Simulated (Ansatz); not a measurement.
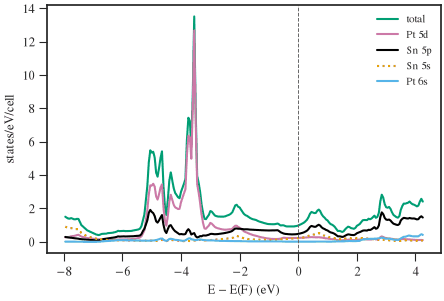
Total and projected density of states of Sn2Pt (fluorite or antifluorite type, Fm-3m), PBEsol in the plane-wave PAW code Ansatz

Question: Which orbitals carry the states next to the Fermi level?

Answer: Within 0.5 eV of the Fermi level: Sn 5p 50 %, Sn 5s 22 %, Pt 5d 21 %, outside the projected shells 5 %. Projections are on Löwdin-orthogonalised atomic valence shells; empty p or d shells of many metals are not among them.

Question: Where is the tallest occupied peak in this window, and what makes it?

Answer: Near -3.5 eV, about 14 states/eV per cell; the largest projected share is Pt 5d.

The workflow started from a Materials Project entry (that database holds measured and hypothetical structures alike); the Crystallography Open Database files this formula in space group No. 225, but the cells were not matched. Its standing as an ambient phase is unchecked. The PBEsol relaxation kept the symmetry of its start; of distortions, only those at the zone centre were tested. No spin polarisation was allowed. Spin–orbit coupling is left out wherever it is not named.

Potentials: the later of the program's two PAW sets.
